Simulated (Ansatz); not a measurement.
# HgS: pressure series

Consider HgS in the rock salt structure (space group Fm-3m, No. 225; a = 5.452 Å; a model cell, its experimental status unchecked).

Cell and atoms are relaxed at each pressure.

Level of theory: PBEsol, PAW, 420 eV (Ansatz, a quantum-chemistry and plane-wave program; no SOC).

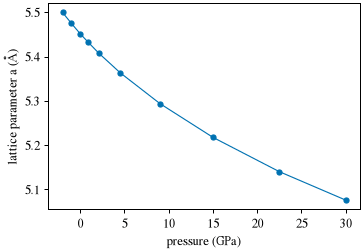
Figure. Lattice parameter a against pressure

```csv
pressure (GPa),lattice parameter a
-2,5.500 Å
-1,5.475 Å
0.9,5.432 Å
2.1,5.408 Å
4.5,5.364 Å
9,5.294 Å
15,5.218 Å
22.5,5.140 Å
30,5.076 Å
```

Load acts through the strain it causes; cell and atoms are relaxed under it. Stability against distortions was not tested. No other phases were tried under pressure. The final runs are not spin-polarised. This is not the structure that HgS has at room temperature and ambient pressure.
